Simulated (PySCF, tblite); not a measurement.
# C₇H₁₄Si₂: geometry, infrared bands and NMR shifts

What infrared bands and NMR shifts should C₇H₁₄Si₂ (`C#C[Si@@H]([SiH2]C)[C@@H]1C[C@@H]1C`) show?

Computed with tblite 0.8.0 and PySCF 2.14.0, with density-fitted response routines of our own, on a single molecule in the gas phase. Atoms are numbered from 0 throughout.

### Step 1. The starting structure

23 atoms, charge 0, multiplicity 1; geometry from: force field or distance geometry start.

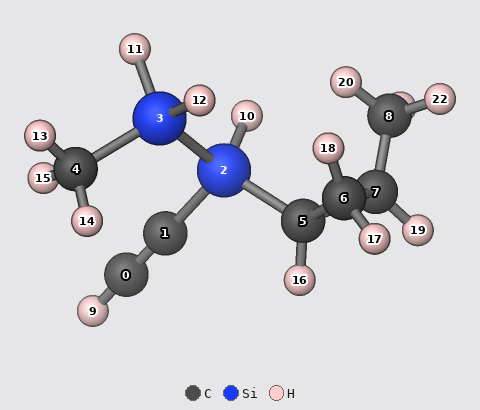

The starting geometry (carbon dark grey, silicon blue, hydrogen pink), atoms numbered.

### Step 2. Relaxing the molecule with GFN2-xTB

What the job is given:

```
{"job": {"kind": "relax", "xc": "GFN2-xTB", "basis": "xTB"}, "charge": 0, "multiplicity": 1}
C      2.174500     2.045200    -1.981300
C      1.445400     1.238200    -1.456200
Si     0.346300     0.004300    -0.646100
Si     1.583900    -1.152900     0.737800
C      3.201400    -0.293300     1.160000
C     -1.078400     0.922800     0.132700
C     -1.810100     0.399300     1.311000
C     -2.465500     0.439200    -0.058600
C     -2.781500    -0.933100    -0.582900
H      2.804400     2.755000    -2.435900
H     -0.154200    -0.900900    -1.714300
H      1.981800    -2.401500     0.024700
H      0.873800    -1.592100     1.957600
H      3.873700    -0.999900     1.712800
H      3.037600     0.632400     1.736300
H      3.772100    -0.049800     0.241800
H     -0.989300     2.045900     0.014700
H     -2.332700     1.111000     2.009600
H     -1.526600    -0.588500     1.699000
H     -3.240700     1.207800    -0.261000
H     -1.973000    -1.615200    -0.340400
H     -3.033400    -0.973900    -1.658000
H     -3.714200    -1.273000    -0.047400
```

The run is started by

```bash
> OMP_NUM_THREADS=1 python probes_run.py task.json out
```

The driver reads the jobs from task.json and runs them one after another.

**Question.** This job is followed by: GFN2-xTB harmonic vibrations, gas phase; GIAO PBE0/pcSseg-1 NMR shielding, non-relativistic, gas phase. What will the session give for the following? strongest single infrared mode (GFN2-xTB); zero-point energy (GFN2-xTB); 13C shifts against TMS (PBE0/pcSseg-1); 1H shifts against TMS (PBE0/pcSseg-1, means over atoms taken as alike); 29Si shifts against TMS (PBE0/pcSseg-1).

As calculated:

```
                                                              quantity                                                           value
                             strongest single infrared mode (GFN2-xTB)                                           2152 cm⁻¹, 465 km/mol
                                          zero-point energy (GFN2-xTB)                                                  112.2 kcal/mol
                                13C shifts against TMS (PBE0/pcSseg-1)                    105.7, 88.3, 20.0, 12.8, 12.5, 4.0, -9.2 ppm
1H shifts against TMS (PBE0/pcSseg-1, means over atoms taken as alike)  4.84, 3.75, 3.74, 2.04, 1.00, 0.99, 0.89, 0.33, 0.25, 0.15 ppm
                               29Si shifts against TMS (PBE0/pcSseg-1)                                                -62.5, -85.0 ppm
```

Relaxing lowered the energy by 0.607 eV in 183 steps; the close pair that moved most is Si2–Si3, from 2.188 to 2.324 Å. The lowest mode is imaginary (21i cm⁻¹), so the xTB geometry is not a minimum. The strongest single mode, at 2152 cm⁻¹, moves mainly H12. GFN2-xTB is a fitted tight-binding method: band positions and strengths are rough. Its intensities can rank the bands wrongly. At PBE0/pcSseg-1: The widest tensor belongs to C1: span 291 ppm, with a paramagnetic part of -163 ppm.
